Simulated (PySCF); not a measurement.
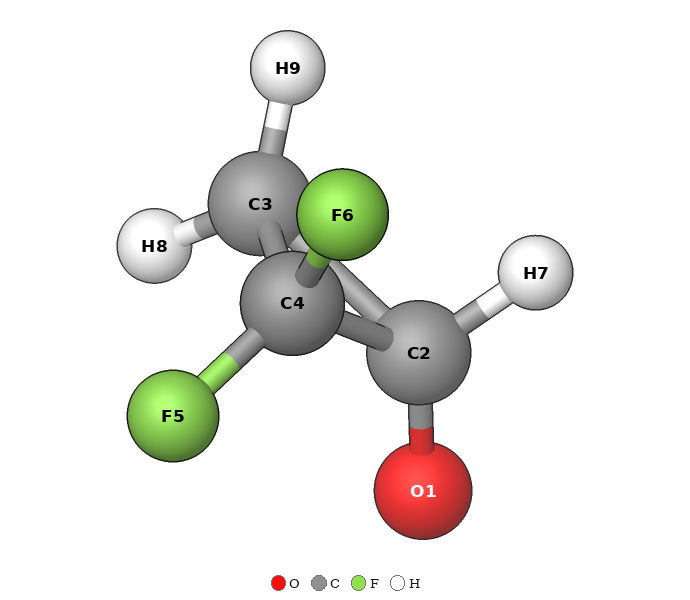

The species has charge −1 and is a spin singlet. Computed geometry: PBE0-D3(BJ)/def2-SVP optimisation. No frequency run is at hand to confirm it as a minimum. Method: TDDFT CAM-B3LYP/def2-SVPD, vertical, gas phase, core orbitals frozen in the response (PySCF 2.14.0), and the same with a continuum solvent (IEF-PCM, Bondi radii x 1.2, gas-phase geometry).

How do HOMO–LUMO gap (eV), lowest singlet (eV) change in chloroform (ε = 4.7), acetone (ε = 20.5)?

```csv
medium,HOMO–LUMO gap (eV),lowest singlet (eV)
gas phase,7.07,4.34
chloroform,7.94,5.00
acetone,8.13,5.12
```
